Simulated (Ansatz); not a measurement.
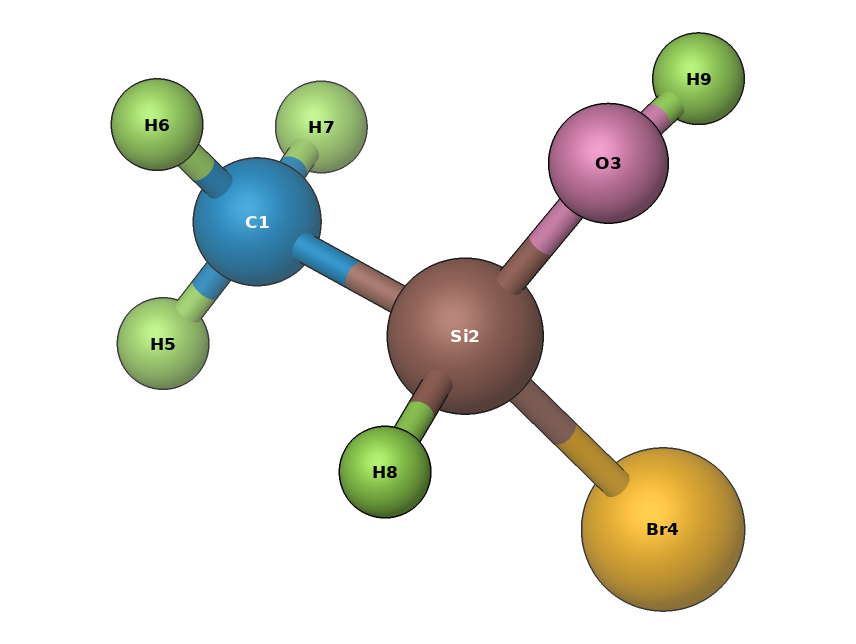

Atoms fade into the background with distance from the viewer. Computed geometry: PBE0-D4/def2-TZVP optimisation.

> Which atoms or bonds are stereogenic?

Centres: Si2.

> What are the Cahn–Ingold–Prelog descriptors?

Si2: R (priorities Br4 > O3 > C1 > H8).
